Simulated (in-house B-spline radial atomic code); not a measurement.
```
Z = 49
electrons = 46.0
configuration = [Kr] 4d10
hamiltonian = x2c
method = bhandhlyp
lmax = 9
rms_radius = 4.6156
spin_polarised = False
box_radius = 14.14
intervals = 68
```

Launched with:
```bash
python run_gw.py task.json out
```

All-electron spherical atom, scalar X2C, BHandHLYP start, no spin-orbit coupling, Breit or QED terms; computed with a B-spline radial code. The quasi-particle equation is solved at full frequency; levels of low quasi-particle weight Z are left out.

Parts of the G₀W₀ correction to each level for In³⁺ (indium, Z = 49):

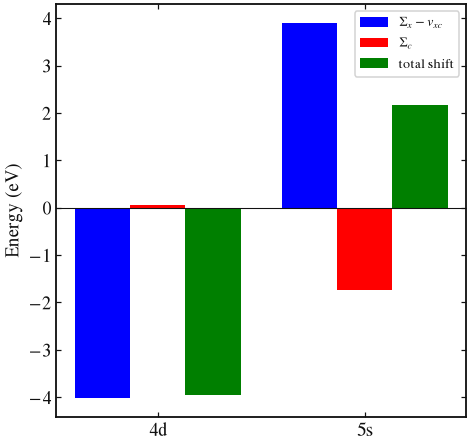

G₀W₀ moves the highest occupied level, 4d, from −52.71 to −56.66 eV (renormalisation factor Z = 0.95). The empty level 5s goes from −30.39 to −28.23 eV.

```json
{"Level": "4d", "Mean field (eV)": "−52.71", "Σx − vxc (eV)": "−4.02", "Σc (eV)": "0.06", "Z": "0.95", "G₀W₀ (eV)": "−56.66"}
{"Level": "5s", "Mean field (eV)": "−30.39", "Σx − vxc (eV)": "3.90", "Σc (eV)": "−1.74", "Z": "0.98", "G₀W₀ (eV)": "−28.23"}
```
